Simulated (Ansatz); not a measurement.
Molecule (SMILES): S (H2S).
Geometry (B3LYP-D3(BJ)/def2-TZVP, fixed):
```
S
H 1 1.3426
H 1 1.3426 2 92.55
```
Charge 0, spin multiplicity 1.

Basis-set convergence of the dipole moment at PBE0 with Ansatz (a program for electronic structure). Dipoles come from the density behind the forces; the sign is taken along the dipole that this method gives in the largest set. Cartesian d functions, on some or all atoms, in 6-31G*, 6-31+G*, 6-311G**, 6-311+G**; all else is spherical. The program fits the integrals of some runs and decomposes those of others, by size. No added dispersion term, no relativity. Reference: the value in aug-pcseg-3, 1.012 D, itself unsure by roughly 0.002 D (its mean distance from aug-cc-pV(Q+d)Z, def2-QZVPPD). Deviations are taken from unrounded values.

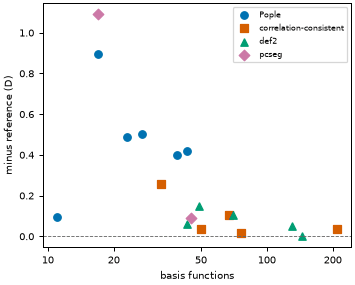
*Deviation from the reference against the number of basis functions, by family of sets.*

| basis | functions | dipole moment (D) | minus reference (D) |
|---|---|---|---|
| STO-3G | 11 | 1.106 | 0.093 |
| 3-21G | 17 | 1.906 | 0.894 |
| pcseg-0 | 17 | 2.104 | 1.092 |
| 6-31G* | 23 | 1.500 | 0.488 |
| 6-31+G* | 27 | 1.513 | 0.501 |
| cc-pV(D+d)Z | 33 | 1.271 | 0.259 |
| 6-311G** | 39 | 1.411 | 0.399 |
| 6-311+G** | 43 | 1.430 | 0.417 |
| def2-SVPD | 43 | 1.073 | 0.061 |
| aug-pcseg-1 | 45 | 1.103 | 0.091 |
| def2-TZVP | 49 | 1.163 | 0.151 |
| aug-cc-pV(D+d)Z | 50 | 1.047 | 0.035 |
| cc-pV(T+d)Z | 67 | 1.119 | 0.106 |
| def2-TZVPP | 70 | 1.118 | 0.106 |
| jun-cc-pV(T+d)Z | 76 | 1.028 | 0.016 |
| def2-QZVPP | 130 | 1.061 | 0.049 |
| def2-QZVPPD | 145 | 1.014 | 0.002 |
| cc-pV(5+d)Z | 210 | 1.048 | 0.036 |
